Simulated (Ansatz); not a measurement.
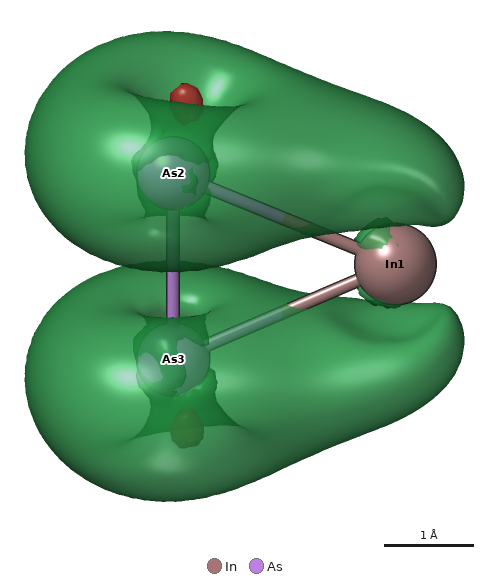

As$_{2}$In (charge −1, triplet). Isosurfaces of the spin density at +0.015 (green) and −0.015 e/Å³ (red), seen at a tilt.

Geometry: r2SCAN-D4/def2-TZVPD; core potentials replace the inner electrons of In; the highest occupied orbital lies above zero, a sign that basis and functional describe the outermost electron poorly.

Theory: UKS PBE0-D4/def2-TZVPD in Ansatz.

**Which atoms carry the spin?**

The unpaired spin (2 electrons) lies mostly on As2 (about 0.8), As3 (about 0.8) and In1 (about 0.3), in electrons by Hirshfeld's partition.
